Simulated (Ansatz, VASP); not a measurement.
# ZrC in two plane-wave programs

One calculation is typed for both programs; each brings its own data sets and cutoff. How far apart do they land?

Method: plane waves, with VASP 6.6.1 beside it; relaxation of cell and atoms at PBE with D3(BJ), in Ansatz 0.2.0.

The database entry behind the starting cell differs from later determinations by our own check (0.1 to 0.3 % short, probably kX units), so it need not match the best structure at ambient conditions.

## 1. Set-up

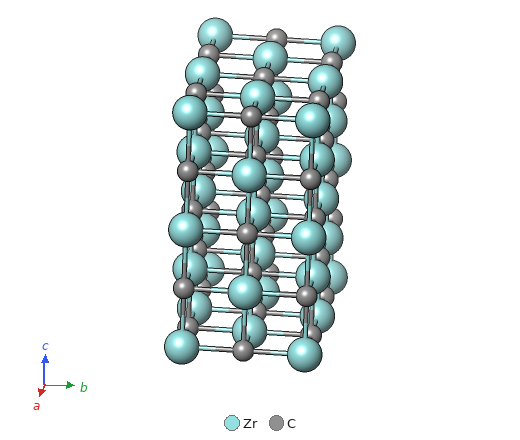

The cell as given, slightly off an axis (zirconium light teal, carbon grey). 2×1×2 cells are drawn. This picture shows the conventional cell, with its axes. Some periodic images of atoms are drawn too.

## 2. Ansatz: relaxation of cell and atoms, PBE with D3(BJ)

Ansatz runs on its default PAW (the set named soft_2) files.

The relaxed volume is the usual yardstick between codes: its relative difference is about their pressure difference at one cell divided by the bulk modulus.

Input file input.yaml:

```yaml
crystal:
  lattice:
    - [0.0, 2.3414, 2.3414]
    - [2.3414, 0.0, 2.3414]
    - [2.3414, 2.3414, 0.0]
  atoms:
    - { symbol: Zr, position: [0.0, 0.0, 0.0] }
    - { symbol: C, position: [0.5, 0.5, 0.5] }
hamiltonian:
  xc: pbe
  pseudopotentials: { kind: paw }
  dispersion: d3bj
kpoints:
  mp_grid: { grid: [8, 8, 8] }
scf:
  occupations: { method: fermi_dirac, width: 0.05 }
relax:
  f_tol: 0.01
  max_steps: 60
  cell: { stress_tol: 0.05 }
output:
  forces: true
  stress: true
```

Launch:

```bash
ansatz run input.yaml --threads 4 --pin off --max-ram 9216MiB --backend cpu --events-out ev --progress --plain --runs-dir out
```

Numbers of over 12 decimals in the logs are rounded to 6 here.

The log of the run:

```text
Engine: ansatz 0.2.0, aarch64-unknown-linux-gnu
Pseudopotentials: kind: paw
Pseudopotential: Zr, paw, valence charge 12, recommended cutoff 420 eV (normal), Zr.paw.azcp
Pseudopotential: C, paw, valence charge 4, recommended cutoff 420 eV (normal), C.paw.azcp
Functional definition: PBE
  parameter kappa = 0.804
  parameter beta = 0.066725
  exchange = pbe_x(kappa = kappa, mu = beta*pi^2/3)
  correlation = pbe_c(beta = beta)
Crystal: 2 atoms, lattice volume = 25.672 Å³
Basis set: ecut = 420 eV, 531 PW (Γ), exchange–correlation on 48×48×48 points (8 copies of the dense FFT grid, shifted against one another)
Bands: 12, of which v1, the nominal top of the filled ones, is band 8 counted from 1 (7 counted from 0)
Symmetry: 48 space group operations
Space group: Fm-3m (ITA 225), of the structure as read, at distance tolerance 2.9e-5 Å
k-points: 29 of 512
Non-local potential: Zr, projectors of the file, l = 0: 3, l = 1: 2, l = 2: 2, l = 3: 2
Non-local potential: C, projectors of the file, l = 0: 2, l = 1: 2, l = 2: 1
PAW form: soft (Blöchl's): semilocal exchange-correlation on the pseudo side does not see the compensation charge
PAW one-centre angular grid: Zr, 590 points (default); XC on 64 Gauss nodes
PAW one-centre angular grid: C, 110 points (default); XC on 64 Gauss nodes
Initial density: superposition of atomic densities (neutral atoms: chi_scale 0, normalization atom), corrected by the library's trained network
Initial wavefunctions: pseudopotential atomic-orbital guess
Functional: x = pbe(κ = 0.804, μ = 0.219515), c = pbe(β = 0.066725)
SCF iter   1: F=—  HF=-4437.298994 eV  |F-HF|=—  |Δ(HF+E_count)|=         —  Δρ=1.31e-3  dr2=3.83e-4  ethr=1.77e-3  ⟨swp⟩=5.0  Hψ=1748  notcnv=0
preconditioner: auto → none  [metal: Δε(μ)=0.128 eV  Ē_g=18.043 eV  σ=0.050 eV  W_gap=0.48  n_scr=8 (ndim 8)  ℏωp=27.4 eV  f_vac=0.000  D(μ)=0.37/eV (n_scr^D=0)  sad-step TF]
SCF iter   2: F=—  HF=-4437.298698 eV  |F-HF|=—  |Δ(HF+E_count)|=   2.96e-4  Δρ=7.43e-4  dr2=1.36e-4  ethr=2.39e-6  ⟨swp⟩=2.1  Hψ=781  notcnv=0
SCF iter   3: F=—  HF=-4437.298704 eV  |F-HF|=—  |Δ(HF+E_count)|=   6.63e-6  Δρ=2.54e-4  dr2=1.37e-5  ethr=8.50e-7  ⟨swp⟩=2.1  Hψ=461  notcnv=0
SCF iter   4: F=—  HF=-4437.298697 eV  |F-HF|=—  |Δ(HF+E_count)|=   7.41e-6  Δρ=9.00e-5  dr2=1.72e-6  ethr=8.58e-8  ⟨swp⟩=2.1  Hψ=548  notcnv=0
iter 5 did not close the SCF: its close was put off for the readings that it lacked (scf_convergence_deferred on its scf_iter line)
SCF iter   5: F=-4437.298696 eV  HF=-4437.298696 eV  |F-HF|=8.06e-9  |Δ(HF+E_count)|=   6.43e-7  Δρ=8.71e-6  dr2=5.86e-9  ethr=1.08e-8  ⟨swp⟩=2.0  Hψ=569  notcnv=0
SCF iter   6: F=-4437.298696 eV  HF=-4437.298696 eV  |F-HF|=1.89e-9  |Δ(HF+E_count)|=   1.02e-8  Δρ=3.98e-6  dr2=2.55e-9  ethr=3.66e-11  ⟨swp⟩=1.5  Hψ=1072  notcnv=0
SCF 1 converged in 6 iterations: F = -4437.298696 eV  dr2 = 2.55e-9
  greatest PAW one-centre occupation: 0.996 electrons in one spin orbital (limit 2), on the Zr atom at site 0 (counted from 0), in its partial waves of l = 0
relax step   1: F+E_penalty+E_count = -4437.29869621 eV  Δ(F+E_penalty+E_count) = +0.000e0 eV  max|allowed force component| = 3.287e-30 eV/Å  Δτ_max = 0.0000 Å  P = -1.477 GPa  Ω = 25.672 Å³  (6 SCF iters, dr2 threshold 1.00e-7 eV, accepted)
[...]
relax step   2: F+E_penalty+E_count = -4437.29927661 eV  Δ(F+E_penalty+E_count) = -5.804e-4 eV  max|allowed force component| = 7.724e-31 eV/Å  Δτ_max = 0.0000 Å  P = +1.292 GPa  Ω = 25.370 Å³  energy of the carried Pulay correction = +3.798e-4 eV  (6 SCF iters, dr2 threshold 2.00e-7 eV, accepted)
[...]
relax step   3: F+E_penalty+E_count = -4437.29965688 eV  Δ(F+E_penalty+E_count) = -3.803e-4 eV  max|allowed force component| = 1.742e-30 eV/Å  Δτ_max = 0.0000 Å  P = -0.012 GPa  Ω = 25.510 Å³  energy of the carried Pulay correction = +2.032e-4 eV  (6 SCF iters, dr2 threshold 2.00e-7 eV, accepted)
[...]
relax step   4: F+E_penalty+E_count = -4437.29949748 eV  Δ(F+E_penalty+E_count) = +1.594e-4 eV  max|allowed force component| = 9.368e-31 eV/Å  Δτ_max = 0.0000 Å  P = -0.023 GPa  Ω = 25.510 Å³  stress off target by 2.31e-2 GPa  SCF on the basis re-selected at this cell (its energy is not comparable with the rows above)  (8 SCF iters)
basis re-selected at this cell: Δ(F+E_penalty+E_count) = +1.594e-4 eV, ΔP = -0.011 GPa vs the last step (what re-selecting the basis moved, of the pressure what is left beyond the Pulay correction that the steps carried, after the strain that the cell walked since its last selection, with what the two solves' SCF thresholds leave and, on support functions, any second-order correction that the steps lacked; it is no m [...]
SCF converged after 8 iterations
Free energy (F): -4437.299497 eV
Harris-Foulkes:  -4437.299497 eV  (|F-HF|=9.09e-13)
Internal energy: -4437.296646 eV  (E = F + TS)
E sigma→0 (E₀):  -4437.298072 eV
Entropy (-TS):   -0.002852 eV (-1.426 meV/atom)
Fermi energy:    15.119104 eV
--- Per-component energies (eV) ---
  E_band       = -43.698582
  E_kinetic    = 423.843968
  E_local      = -585.698912  (includes V_loc(G=0)·N_el)
  E_nonlocal   = 104.504344
  E_hartree    = 176.248951
  E_xc         = -211.841604
  E_vxc        = -253.323630  (∫ρ·V_xc dr)
  E_paw        = -3052.091017  (= ΣΔE_a)
  E_vpaw       = -85.522283  (= ΣTr[D̂ρ^β])
  E_aug_tail   = 0.000030  (compensation charges beyond the density's cutoff)
  E_ewald      = -1291.447950
  E_disp       = -0.814456  (pairwise vdW)
  E_smearing   = -0.002852  (= −TS)
  E_closure    = 0.000000  (closes the sum)
  Σ components = -4437.299497   (vs F -4437.299497, Δ=0.00e0)
--- Forces (eV/Å), atoms counted from 1 ---
  atom   1  Zr    -0.00000000     0.00000000    -0.00000000
  atom   2  C      0.00000000    -0.00000000    -0.00000000
  max |Σ_I F_I| component: 1.02e-30 eV/Å
--- Stress (GPa, compression-positive) ---
       -0.023143      -0.000000      -0.000000
       -0.000000      -0.023143      -0.000000
       -0.000000      -0.000000      -0.023143
  P = ⅓ Tr σ = -0.0231 GPa (-0.231 kbar)
--- Relaxed structure (3 steps of the walk, 3 accepted, 1 SCFs on fresh bases) ---
  F+E_penalty+E_count = -4437.29949748 eV   max|allowed force component| = 9.368e-31 eV/Å   (the final SCF, on the basis selected at the relaxed cell)
  cell:  # Å, volume = 25.5097 Å³
    - [0, 2.336461, 2.336461]
    - [2.336461, 0, 2.336461]
    - [2.336461, 2.336461, 0]
  atoms:
    - { symbol: Zr, position: [0, 0, 0] }
    - { symbol: C, position: [0.5, 0.5, 0.5] }
```

The job ended after 0.99 s (4 threads of Arm Neoverse V2, shared host; peak memory 0.28 GiB; 2.8 s of CPU time).

## 3. VASP: relaxation of cell and atoms, PBE with D3(BJ)

The same cell, functional, mesh and smearing now go to VASP, with its own data sets and cutoff.

Lines of VASP's logs that name or quote its potential files are left out, and so is its time.

Input file INCAR:

```
SYSTEM = ZrC
PREC = Accurate
ENCUT = 560
EDIFF = 1E-06
NELM = 100
ISMEAR = -1
SIGMA = 0.05
LREAL = .FALSE.
ALGO = Normal
GGA = PE
IVDW = 12
NBANDS = 14
LORBIT = 11
LWAVE = .FALSE.
LCHARG = .FALSE.
KPAR = 2
IBRION = 2
NSW = 60
ISIF = 3
EDIFFG = -0.01
```

Input file POSCAR:

```
ZrC
1.0
    0.0000000000      2.3414000000      2.3414000000
    2.3414000000      0.0000000000      2.3414000000
    2.3414000000      2.3414000000      0.0000000000
Zr C
1 1
Direct
    0.0000000000      0.0000000000      0.0000000000
    0.5000000000      0.5000000000      0.5000000000
```

Input file KPOINTS:

```
Automatic mesh
0
Gamma
8 8 8
0 0 0
```

PAW data sets: Zr_sv and C (PBE family, release 64).

Launch:

```bash
mpirun -np 2 vasp_std
```

The log of the run:

```text
[banner, memory and clock lines left out]
running    2 mpi-ranks, on    1 nodes
 distrk:  each k-point on    1 cores,    2 groups
 distr:  one band on    1 cores,    1 groups

 POSCAR found type information on POSCAR ZrC
 POSCAR found :  2 types and       2 ions
 LDA part: xc-table for (Slater+PW92), standard interpolation
 POSCAR, INCAR and KPOINTS ok, starting setup
 FFT: planning ... GRIDC
 FFT: planning ... GRID_SOFT
 FFT: planning ... GRID
 WAVECAR not read
 entering main loop
       N       E                     dE             d eps       ncg     rms          rms(c)
DAV:   1     0.106927590054E+03    0.10693E+03   -0.90680E+03   820   0.121E+03
DAV:   2    -0.180496225753E+02   -0.12498E+03   -0.11698E+03  1016   0.309E+02
DAV:   3    -0.228052469448E+02   -0.47556E+01   -0.47109E+01  1172   0.528E+01
DAV:   4    -0.229068905460E+02   -0.10164E+00   -0.10160E+00  1016   0.728E+00
DAV:   5    -0.229083282490E+02   -0.14377E-02   -0.14374E-02  1158   0.730E-01    0.208E+01
DAV:   6    -0.195819001145E+02    0.33264E+01   -0.79206E+00   952   0.244E+01    0.735E+00
DAV:   7    -0.194696595620E+02    0.11224E+00   -0.51163E-01   934   0.608E+00    0.634E+00
DAV:   8    -0.194839753043E+02   -0.14316E-01   -0.28802E-01   956   0.447E+00    0.475E+00
DAV:   9    -0.194543783806E+02    0.29597E-01   -0.71096E-02   908   0.200E+00    0.262E-01
DAV:  10    -0.194550283483E+02   -0.64997E-03   -0.36619E-03  1030   0.557E-01    0.518E-01
DAV:  11    -0.194546982615E+02    0.33009E-03   -0.10841E-03   956   0.273E-01    0.557E-02
DAV:  12    -0.194546942503E+02    0.40112E-05   -0.17266E-05   970   0.319E-02    0.135E-02
DAV:  13    -0.194546931075E+02    0.11428E-05   -0.14461E-06   832   0.861E-03    0.266E-03
DAV:  14    -0.194546930701E+02    0.37474E-07   -0.71205E-08   484   0.223E-03
   1 F= -.20263538E+02 E0= -.20262108E+02  d E =-.202635E+02
 curvature:   0.00 expect dE= 0.000E+00 dE for cont linesearch  0.000E+00
 trial: gam= 0.00000 g(F)=  0.393E-61 g(S)=  0.298E-02 ort = 0.000E+00 (trialstep = 0.100E+01)
 search vector abs. value=  0.298E-02
 bond charge predicted
       N       E                     dE             d eps       ncg     rms          rms(c)
DAV:   1    -0.194618664544E+02   -0.71733E-02   -0.68627E-01   902   0.853E+00    0.191E+00
DAV:   2    -0.194437363798E+02    0.18130E-01   -0.40671E-02   920   0.231E+00    0.540E-01
DAV:   3    -0.194402867392E+02    0.34496E-02   -0.17707E-02  1222   0.979E-01    0.167E-01
DAV:   4    -0.194407252658E+02   -0.43853E-03   -0.65939E-04  1326   0.182E-01    0.153E-01
DAV:   5    -0.194411431454E+02   -0.41788E-03   -0.34692E-04  1324   0.107E-01    0.173E-02
DAV:   6    -0.194411789958E+02   -0.35850E-04   -0.80203E-05  1356   0.614E-02    0.128E-02
DAV:   7    -0.194411820370E+02   -0.30412E-05   -0.26381E-06   864   0.190E-02    0.180E-03
DAV:   8    -0.194411821131E+02   -0.76103E-07   -0.59156E-08   526   0.238E-03
   2 F= -.20262547E+02 E0= -.20261123E+02  d E =0.990562E-03
 trial-energy change:    0.000991  1 .order    0.001021   -0.002978    0.005020
 step:   0.3777(harm=  0.3723)  dis= 0.00000  next Energy=   -20.264102 (dE=-0.564E-03)
 bond charge predicted
       N       E                     dE             d eps       ncg     rms          rms(c)
DAV:   1    -0.194584855095E+02   -0.17303E-01   -0.26469E-01   890   0.532E+00    0.118E+00
DAV:   2    -0.194516268156E+02    0.68587E-02   -0.16593E-02   932   0.147E+00    0.337E-01
DAV:   3    -0.194502652017E+02    0.13616E-02   -0.65099E-03  1212   0.593E-01    0.937E-02
DAV:   4    -0.194504159564E+02   -0.15075E-03   -0.29511E-04  1314   0.123E-01    0.953E-02
DAV:   5    -0.194505488548E+02   -0.13290E-03   -0.10262E-04  1324   0.600E-02    0.153E-02
DAV:   6    -0.194505635740E+02   -0.14719E-04   -0.45576E-05  1320   0.431E-02    0.828E-03
DAV:   7    -0.194505630190E+02    0.55506E-06   -0.10110E-06   702   0.114E-02
   3 F= -.20264107E+02 E0= -.20262680E+02  d E =-.569134E-03
 curvature:  -0.19 expect dE=-0.340E-07 dE for cont linesearch -0.340E-07
 trial: gam= 0.00000 g(F)=  0.615E-64 g(S)=  0.183E-06 ort =-0.233E-04 (trialstep = 0.876E+00)
 search vector abs. value=  0.183E-06
 reached required accuracy - stopping structural energy minimisation
```

OUTCAR, selected parts (step 3):

```text
ion  position               nearest neighbor table
   1  0.000  0.000  0.000-   2 2.34   2 2.34   2 2.34   2 2.34   2 2.34   2 2.34
   2  0.500  0.500  0.500-   1 2.34   1 2.34   1 2.34   1 2.34   1 2.34   1 2.34

  LATTYP: Found a face centered cubic cell.
 ALAT       =     4.6828000000

 Subroutine GETGRP returns: Found 48 space group operations
 (whereof 48 operations were pure point group operations)

The static configuration has the point symmetry O_h .

 Found     29 irreducible k-points:

   k-points           NKPTS =     29   k-points in BZ     NKDIM =     29   number of bands    NBANDS=     14

   dimension x,y,z NGX =    28 NGY =   28 NGZ =   28
   dimension x,y,z NGXF=    56 NGYF=   56 NGZF=   56

   ENCUT  =  560.0 eV  41.16 Ry    6.42 a.u.   6.39  6.39  6.39*2*pi/ulx,y,z

   NELECT =      16.0000    total number of electrons

 k-points in reciprocal lattice and weights: Automatic mesh
   0.00000000  0.00000000  0.00000000       0.002
   0.12500000  0.00000000  0.00000000       0.016
   0.25000000  0.00000000  0.00000000       0.016
   0.37500000  0.00000000  0.00000000       0.016
   0.50000000  0.00000000  0.00000000       0.008
   0.12500000  0.12500000  0.00000000       0.012
   0.25000000  0.12500000  0.00000000       0.047
   0.37500000  0.12500000  0.00000000       0.047
   0.50000000  0.12500000  0.00000000       0.047
[...]
-0.37500000  0.50000000  0.12500000       0.023
  -0.25000000  0.50000000  0.25000000       0.012

 Edisp (eV)   -0.82137

 average (electrostatic) potential at core
       1 -72.9830       2 -43.8352

 E-fermi :   9.7632

 k-point     1 :       0.0000    0.0000    0.0000
  band No.  band energies     occupation
      1     -38.2328      2.00000
      2     -15.9319      2.00000
      3     -15.9319      2.00000
      4     -15.9319      2.00000
      5      -1.5565      2.00000
      6      10.7485      0.00000
      7      10.7485      0.00000
      8      10.7485      0.00000
      9      10.9069      0.00000
     10      10.9069      0.00000
    ...

 k-point     2 :       0.1250    0.0000    0.0000
  band No.  band energies     occupation
    ...
      4     -15.9443      2.00000
      5      -1.1993      2.00000
      6       9.0364      2.00000
      7       9.4062      1.99842
      8       9.4062      1.99842
      9      11.4191      0.00000
     10      11.4191      0.00000
     11      11.8885      0.00000
     12      14.2448      0.00000
     13      14.2448      0.00000
    ...

 k-point     3 :       0.2500    0.0000    0.0000
  band No.  band energies     occupation
    ...
      4     -15.9739      2.00000
      5      -0.2648      2.00000
      6       7.0391      2.00000
      7       8.0111      2.00000
      8       8.0111      2.00000
      9      12.4090      0.00000
     10      12.4090      0.00000
     11      12.6326      0.00000
     12      16.7083      0.00000
     13      16.7083      0.00000
    ...

 Edisp (eV)   -0.81354

  Total       0.00159     0.00159     0.00159    -0.00000     0.00000    -0.00000
  in kB       0.09969     0.09969     0.09969    -0.00000     0.00000    -0.00000
  external pressure =        0.10 kB  Pullay stress =        0.00 kB

  energy-cutoff  :      560.00
  volume of cell :       25.53
      direct lattice vectors                 reciprocal lattice vectors
     0.000000000  2.337072561  2.337072561    -0.213942865  0.213942865  0.213942865
     2.337072561  0.000000000  2.337072561     0.213942865 -0.213942865  0.213942865
     2.337072561  2.337072561 -0.000000000     0.213942865  0.213942865 -0.213942865

 POSITION                                       TOTAL-FORCE (eV/Angst)
 -----------------------------------------------------------------------------------
      0.00000      0.00000      0.00000         0.000000      0.000000      0.000000
      2.33707      2.33707      2.33707        -0.000000      0.000000     -0.000000
 -----------------------------------------------------------------------------------
    total drift:                                0.000000      0.000000      0.000000

  FREE ENERGIE OF THE ION-ELECTRON SYSTEM (eV)
  ---------------------------------------------------
  free  energy   TOTEN  =       -20.2641069930 eV

  energy  without entropy=      -20.2612522674  energy(sigma->0) =      -20.26267963

 reached required accuracy - stopping structural energy minimisation

 total charge
# of ion       s       p       d       tot
------------------------------------------
    1        2.178   6.047   1.650   9.875
    2        0.887   1.485   0.000   2.372
--------------------------------------------------
tot          3.065   7.532   1.650  12.247

[... 3 further parts left out ...]
```

CONTCAR:

```
ZrC
   1.00000000000000
     0.0000000000000000    2.3370725610143435    2.3370725610143435
     2.3370725610143435    0.0000000000000000    2.3370725610143435
     2.3370725610143435    2.3370725610143435   -0.0000000000000000
  Zr              C
     1     1
Direct
     0.0000000000000000    0.0000000000000000    0.0000000000000000
     0.5000000000000000    0.5000000000000000    0.5000000000000000
```

## 4. Differences

Known differences besides the PAW data sets themselves: both relaxations stop at a tolerance, which leaves soft axes loose, and VASP keeps its plane-wave basis; the cutoff is 420 eV in Ansatz and 560 eV in VASP; VASP leaves aspherical gradient terms in its spheres out (LASPH is not set), Ansatz keeps them; Ansatz adds a Pulay correction to the stress that steers its cell, VASP none. Total energies have different zeros and are not compared.

The two programs side by side:

| quantity | Ansatz | VASP | difference |
| --- | --- | --- | --- |
| volume (Å³) | 25.51 | 25.53 | -0.08 % |
| edge a after relaxation, in the typed setting (Å) | 3.304 | 3.305 | -0.02 % |

The walks stopped with -0.02 GPa left in Ansatz and 0.01 GPa in VASP; each walk ends within a tolerance, so the volume difference is uncertain by about these residues over the bulk modulus, most in soft cells.

## 5. Outcome

| Item | Value |
| --- | --- |
| difference in volume (relaxation of cell and atoms, PBE with D3(BJ)) | -0.078 % |

What this shows: The difference in volume is -0.078 % (relaxation of cell and atoms, PBE with D3(BJ)), within the 1.2 % picked in this series as the mark of a large difference, as far as the stopping tolerances let one tell. How closely two codes agree says nothing of how well the functional describes the real material.

[Lines on the potential files, build, host, timing and source positions are cut from VASP's logs without a mark.]

[Logs are printed without paths, hosts, clocks, repeated set-up lines and the standing remarks that a program may print on its own settings, such as how far it seeks lower states.]

[Hosts, paths, dates, database ids (printed as entryN), source tags and the programs' standing remarks are cut or masked in the printed files.]
